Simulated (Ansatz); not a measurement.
**FeB, response to strain**

Base system: FeB (space group I4_1/amd, No. 141; ferromagnetic; a cell from a computed database, its experimental status unchecked).

```
FeB
1.0
   -1.44883     1.44883     7.40548
    1.44883    -1.44883     7.40548
    1.44883     1.44883    -7.40548
Fe B
4 4
Direct
  0.80425   0.80425   0.00000
  0.55425   0.05425   0.50000
  0.94575   0.44575   0.50000
  0.19575   0.19575   0.00000
  0.33944   0.33944   0.00000
  0.08944   0.58944   0.50000
  0.41056   0.91056   0.50000
  0.66056   0.66056   0.00000
```

Strains are applied to the cell and any free atomic positions relax.

Level of theory: PBEsol (Ansatz, a first-principles code, PAW, without spin-orbit coupling).

Notes on the quantities. energy relative to the base: free energy F.

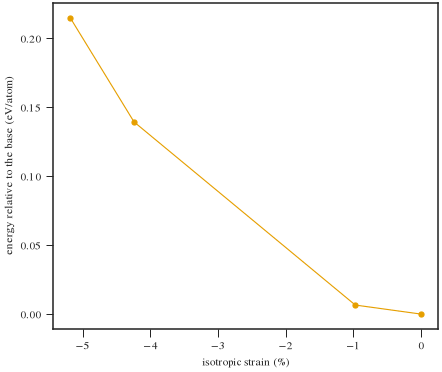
Figure. Energy relative to the base against isotropic strain

```csv
isotropic strain (%),energy relative to the base
-5.18,+0.215 eV/atom
-4.24,+139 meV/atom
-0.97,+6.6 meV/atom
```

Other magnetic orders, which the real material may have, were not ruled out. No phonon test of stability was made.
